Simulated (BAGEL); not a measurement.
# C3H4FN (SMILES C=CC(=N)F): levels of theory compared

Aim: a comparison of 3 runs (HF/STO-3G, HF/3-21G, HF/def2-SVP) of C3H4FN. 

The results are computed with BAGEL 1.2.2.

### 1 The structure to begin with

The species is C3H4FN (9 atoms), meant as a singlet with charge 0. SMILES: `C=CC(=N)F`. The C1–C2 distance was set to 2.921 Å, away from the relaxed value. At this shape a bond of the SMILES string is far longer than usual.

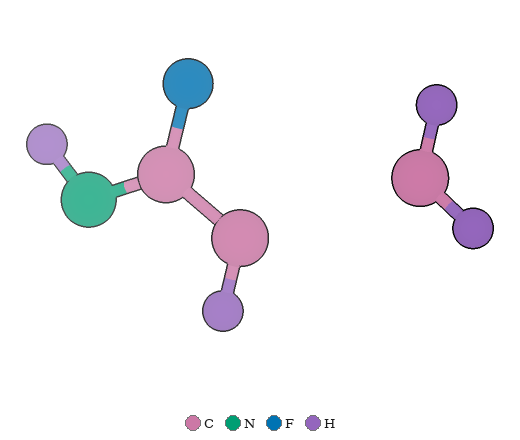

The structure, seen from a chosen angle (carbon pink, nitrogen teal, fluorine blue, hydrogen purple).

### 2 A single-point energy at HF/STO-3G (density fitting with qzvpp-jkfit) (run 1)

job.json reads:

```json
{ "bagel" : [

{
  "title" : "molecule",
  "basis" : "sto-3g",
  "df_basis" : "qzvpp-jkfit",
  "angstrom" : true,
  "geometry" : [
    { "atom" : "C", "xyz" : [   -0.234016,    0.948426,   -2.930595 ] },
    { "atom" : "C", "xyz" : [    0.150100,   -0.509500,   -0.429000 ] },
    { "atom" : "C", "xyz" : [   -0.020000,    0.085300,    0.889900 ] },
    { "atom" : "N", "xyz" : [    0.143400,   -0.534100,    1.965100 ] },
    { "atom" : "F", "xyz" : [   -0.376000,    1.387900,    0.854800 ] },
    { "atom" : "H", "xyz" : [   -0.094816,    0.459026,   -3.886495 ] },
    { "atom" : "H", "xyz" : [   -0.519516,    1.993226,   -2.937795 ] },
    { "atom" : "H", "xyz" : [    0.435500,   -1.554200,   -0.408600 ] },
    { "atom" : "H", "xyz" : [   -0.024500,    0.063400,    2.772000 ] }
  ]
},
{
  "title" : "hf"
},
{
  "title" : "print",
  "file" : "orbitals.molden",
  "orbitals" : true
}

]}
```

On the command line:

```bash
$ BAGEL_NUM_THREADS=1 BAGEL job.json > job.out
```

What it wrote:

```text
* using 1 threads per process

  ===============================================================
  ===============================================================

  *** Geometry ***

  { "atom" : "C", "xyz" : [     -0.442226,      1.792265,     -5.538022 ] },
  { "atom" : "C", "xyz" : [      0.283648,     -0.962815,     -0.810693 ] },
  { "atom" : "C", "xyz" : [     -0.037795,      0.161194,      1.681667 ] },
  { "atom" : "N", "xyz" : [      0.270987,     -1.009303,      3.713501 ] },
  { "atom" : "F", "xyz" : [     -0.710537,      2.622751,      1.615338 ] },
  { "atom" : "H", "xyz" : [     -0.179176,      0.867433,     -7.344411 ] },
  { "atom" : "H", "xyz" : [     -0.981743,      3.766651,     -5.551628 ] },
  { "atom" : "H", "xyz" : [      0.822976,     -2.937012,     -0.772142 ] },
  { "atom" : "H", "xyz" : [     -0.046298,      0.119809,      5.238321 ] },

  Number of auxiliary basis functions:      451

  Since a DF basis is specified, we compute 2- and 3-index integrals:
    o Being stored without compression. Storage requirement is 0.003 GB

  Number of basis functions:       29
  Number of electrons      :       38

    * METHOD: MOLECULE                             0.12

  *** RHF ***

  === Nuclear Repulsion ===
   141.6781692134

      * DIIS with orbital gradients will be used.

  === RHF iteration (sto-3g) ===
      0       -265.76682965          0.02057032           0.01
      1       -265.85868683          0.00902469           0.01
      2       -265.87636441          0.00182093           0.01
      3       -265.87810809          0.00069433           0.01
      4       -265.87840450          0.00017213           0.01
      5       -265.87842657          0.00003628           0.01
      6       -265.87842754          0.00001123           0.01
      7       -265.87842764          0.00000217           0.01
      8       -265.87842764          0.00000061           0.01
      9       -265.87842764          0.00000025           0.01
     10       -265.87842764          0.00000011           0.01
     11       -265.87842764          0.00000008           0.01
     12       -265.87842764          0.00000006           0.01
     13       -265.87842764          0.00000003           0.01
     14       -265.87842764          0.00000001           0.01
     15       -265.87842764          0.00000001           0.01
    * SCF iteration converged.

    * Permanent dipole moment:
           (    0.078314,    -0.286661,     0.019448) a.u.

    * METHOD: HF                                   0.24

    * METHOD: PRINT                                0.00

  ===============================================================
```

Wall time 0.52 s (1 thread of Arm Neoverse V2, shared host); peak memory 0.081 GiB.

### 3 The energy at HF/3-21G (density fitting with qzvpp-jkfit) (run 2)

hf.json reads:

```json
{ "bagel": [

{
  "title": "molecule",
  "basis": "3-21g",
  "df_basis": "qzvpp-jkfit",
  "angstrom": true,
  "geometry": [
    { "atom": "C", "xyz": [      -0.234016,       0.948426,      -2.930595 ] },
    { "atom": "C", "xyz": [       0.150100,      -0.509500,      -0.429000 ] },
    { "atom": "C", "xyz": [      -0.020000,       0.085300,       0.889900 ] },
    { "atom": "N", "xyz": [       0.143400,      -0.534100,       1.965100 ] },
    { "atom": "F", "xyz": [      -0.376000,       1.387900,       0.854800 ] },
    { "atom": "H", "xyz": [      -0.094816,       0.459026,      -3.886495 ] },
    { "atom": "H", "xyz": [      -0.519516,       1.993226,      -2.937795 ] },
    { "atom": "H", "xyz": [       0.435500,      -1.554200,      -0.408600 ] },
    { "atom": "H", "xyz": [      -0.024500,       0.063400,       2.772000 ] }
  ]
},

{
  "title": "hf"
},

{
  "title": "print",
  "file": "orbitals.molden",
  "orbitals": true
}

]}
```

On the command line:

```bash
$ BAGEL_NUM_THREADS=1 BAGEL hf.json > hf.out
```

What it wrote:

```text
* using 1 threads per process

  ===============================================================
  ===============================================================

  *** Geometry ***

  { "atom" : "C", "xyz" : [     -0.442226,      1.792265,     -5.538022 ] },
  { "atom" : "C", "xyz" : [      0.283648,     -0.962815,     -0.810693 ] },
  { "atom" : "C", "xyz" : [     -0.037795,      0.161194,      1.681667 ] },
  { "atom" : "N", "xyz" : [      0.270987,     -1.009303,      3.713501 ] },
  { "atom" : "F", "xyz" : [     -0.710537,      2.622751,      1.615338 ] },
  { "atom" : "H", "xyz" : [     -0.179176,      0.867433,     -7.344411 ] },
  { "atom" : "H", "xyz" : [     -0.981743,      3.766651,     -5.551628 ] },
  { "atom" : "H", "xyz" : [      0.822976,     -2.937012,     -0.772142 ] },
  { "atom" : "H", "xyz" : [     -0.046298,      0.119809,      5.238321 ] },

  Number of auxiliary basis functions:      451

  Since a DF basis is specified, we compute 2- and 3-index integrals:
    o Being stored without compression. Storage requirement is 0.010 GB

  Number of basis functions:       53
  Number of electrons      :       38

    * METHOD: MOLECULE                             0.12

  *** RHF ***

  === Nuclear Repulsion ===
   141.6781692134

      * DIIS with orbital gradients will be used.

  === RHF iteration (3-21g) ===
      0       -267.53478302          0.03314948           0.03
      1       -266.70081020          0.05503210           0.03
      2       -267.72842995          0.02139704           0.03
      3       -267.84546980          0.00986626           0.02
      4       -267.88940193          0.00540742           0.03
      5       -267.90566999          0.00284968           0.03
      6       -267.91386682          0.00110703           0.03
      7       -267.91525171          0.00028990           0.03
      8       -267.91528543          0.00007704           0.03
      9       -267.91528912          0.00002930           0.03
     10       -267.91528953          0.00001275           0.03
     11       -267.91528960          0.00000505           0.03
     12       -267.91528962          0.00000268           0.03
     13       -267.91528963          0.00000165           0.03
     14       -267.91528963          0.00000141           0.03
     15       -267.91528964          0.00000142           0.03
     16       -267.91528964          0.00000142           0.03
     17       -267.91528962          0.00000111           0.03
     18       -267.91528961          0.00000066           0.02
     19       -267.91528960          0.00000033           0.03
     20       -267.91528960          0.00000016           0.03
     21       -267.91528960          0.00000010           0.02
     22       -267.91528960          0.00000006           0.03
     23       -267.91528960          0.00000004           0.03
     24       -267.91528960          0.00000003           0.03
     25       -267.91528960          0.00000003           0.03
     26       -267.91528960          0.00000002           0.03
     27       -267.91528960          0.00000002           0.03
     28       -267.91528960          0.00000002           0.03
     29       -267.91528960          0.00000002           0.03
     30       -267.91528960          0.00000002           0.03
     31       -267.91528960          0.00000002           0.03
     32       -267.91528960          0.00000002           0.03
     33       -267.91528960          0.00000002           0.03
     34       -267.91528960          0.00000002           0.03
     35       -267.91528960          0.00000002           0.03
     36       -267.91528960          0.00000001           0.03
     37       -267.91528960          0.00000001           0.03
    * SCF iteration converged.

    * Permanent dipole moment:
           (    0.215476,    -0.832762,     2.127181) a.u.

    * METHOD: HF                                   1.08

    * METHOD: PRINT                                0.00

  ===============================================================
```

Run time: 1.4 s. Hardware: 1 thread of Arm Neoverse V2, shared host; peak memory 0.081 GiB.

### 4 A single-point energy at HF/def2-SVP (density fitting with qzvpp-jkfit) (run 3)

input.json reads:

```json
{ "bagel": [

{
  "title": "molecule",
  "basis": "svp",
  "df_basis": "qzvpp-jkfit",
  "angstrom": true,
  "geometry": [
    { "atom": "C", "xyz": [   -0.234016,    0.948426,   -2.930595 ] },
    { "atom": "C", "xyz": [    0.150100,   -0.509500,   -0.429000 ] },
    { "atom": "C", "xyz": [   -0.020000,    0.085300,    0.889900 ] },
    { "atom": "N", "xyz": [    0.143400,   -0.534100,    1.965100 ] },
    { "atom": "F", "xyz": [   -0.376000,    1.387900,    0.854800 ] },
    { "atom": "H", "xyz": [   -0.094816,    0.459026,   -3.886495 ] },
    { "atom": "H", "xyz": [   -0.519516,    1.993226,   -2.937795 ] },
    { "atom": "H", "xyz": [    0.435500,   -1.554200,   -0.408600 ] },
    { "atom": "H", "xyz": [   -0.024500,    0.063400,    2.772000 ] }
  ]
},
{
  "title": "hf"
},
{
  "title": "print",
  "file": "orbitals.molden",
  "orbitals": true
}

]}
```

On the command line:

```bash
$ BAGEL_NUM_THREADS=1 BAGEL input.json > input.out
```

What it wrote:

```text
* using 1 threads per process

  ===============================================================
  ===============================================================

  *** Geometry ***

  { "atom" : "C", "xyz" : [     -0.442226,      1.792265,     -5.538022 ] },
  { "atom" : "C", "xyz" : [      0.283648,     -0.962815,     -0.810693 ] },
  { "atom" : "C", "xyz" : [     -0.037795,      0.161194,      1.681667 ] },
  { "atom" : "N", "xyz" : [      0.270987,     -1.009303,      3.713501 ] },
  { "atom" : "F", "xyz" : [     -0.710537,      2.622751,      1.615338 ] },
  { "atom" : "H", "xyz" : [     -0.179176,      0.867433,     -7.344411 ] },
  { "atom" : "H", "xyz" : [     -0.981743,      3.766651,     -5.551628 ] },
  { "atom" : "H", "xyz" : [      0.822976,     -2.937012,     -0.772142 ] },
  { "atom" : "H", "xyz" : [     -0.046298,      0.119809,      5.238321 ] },

  Number of auxiliary basis functions:      451

  Since a DF basis is specified, we compute 2- and 3-index integrals:
    o Being stored without compression. Storage requirement is 0.029 GB

  Number of basis functions:       90
  Number of electrons      :       38

    * METHOD: MOLECULE                             0.17

  *** RHF ***

  === Nuclear Repulsion ===
   141.6781692134

      * DIIS with orbital gradients will be used.

  === RHF iteration (svp) ===
      0       -268.78781461          0.02107276           0.05
      1       -267.97949100          0.03590706           0.05
      2       -269.04301257          0.01264449           0.05
      3       -269.14621280          0.00551439           0.05
      4       -269.18364229          0.00306840           0.05
      5       -269.19782212          0.00169598           0.05
      6       -269.20571275          0.00069921           0.05
      7       -269.20699936          0.00018403           0.05
      8       -269.20702239          0.00005373           0.05
      9       -269.20702719          0.00002060           0.05
     10       -269.20702764          0.00000816           0.05
     11       -269.20702770          0.00000313           0.05
     12       -269.20702771          0.00000168           0.05
     13       -269.20702772          0.00000104           0.05
     14       -269.20702772          0.00000090           0.05
     15       -269.20702772          0.00000089           0.05
     16       -269.20702772          0.00000088           0.05
     17       -269.20702772          0.00000079           0.05
     18       -269.20702771          0.00000055           0.05
     19       -269.20702770          0.00000019           0.05
     20       -269.20702770          0.00000010           0.05
     21       -269.20702770          0.00000006           0.05
     22       -269.20702770          0.00000003           0.05
     23       -269.20702770          0.00000002           0.05
     24       -269.20702770          0.00000002           0.05
     25       -269.20702770          0.00000001           0.05
     26       -269.20702770          0.00000001           0.05
     27       -269.20702770          0.00000001           0.05
     28       -269.20702770          0.00000001           0.05
     29       -269.20702770          0.00000001           0.05
    * SCF iteration converged.

    * Permanent dipole moment:
           (    0.199666,    -0.774653,     2.111131) a.u.

    * METHOD: HF                                   1.58

    * METHOD: PRINT                                0.01

  ===============================================================
```

It took 1.9 s on 1 thread of Arm Neoverse V2, shared host; peak memory 0.12 GiB.

### 5 Overview of the runs

```tsv
run	level	energy (Eh)	dipole moment (D)	HOMO energy (eV)	LUMO energy (eV)	wall time
1	HF/STO-3G (density fitting with qzvpp-jkfit)	-265.878428	0.76	-6.14	4.41	0.52 s
2	HF/3-21G (density fitting with qzvpp-jkfit)	-267.915290	5.83	-8.00	0.56	1.4 s
3	HF/def2-SVP (density fitting with qzvpp-jkfit)	-269.207028	5.74	-8.32	0.23	1.9 s
```

### 6 Outcome

```
            quantity          value
 run 3: total energy  -269.20703 Eh
run 3: dipole moment         5.74 D
  run 3: HOMO energy       -8.32 eV
  run 3: LUMO energy        0.23 eV
run 3: HOMO–LUMO gap        8.55 eV
```

What this shows: The dipole moment (its size) runs from 0.76 D (HF/STO-3G) to 5.83 D (HF/3-21G). So wide a spread suggests that the runs ended on unlike SCF solutions, not only an effect of the method. The HOMO–LUMO gap runs from 8.55 eV (HF/def2-SVP) to 10.55 eV (HF/STO-3G). In run 1 the basis is minimal, so the values are rough. In runs 1, 2, 3 a closed-shell determinant meets a far-stretched bond, which it describes badly. All runs together took 3.8 s, the longest 1.9 s.
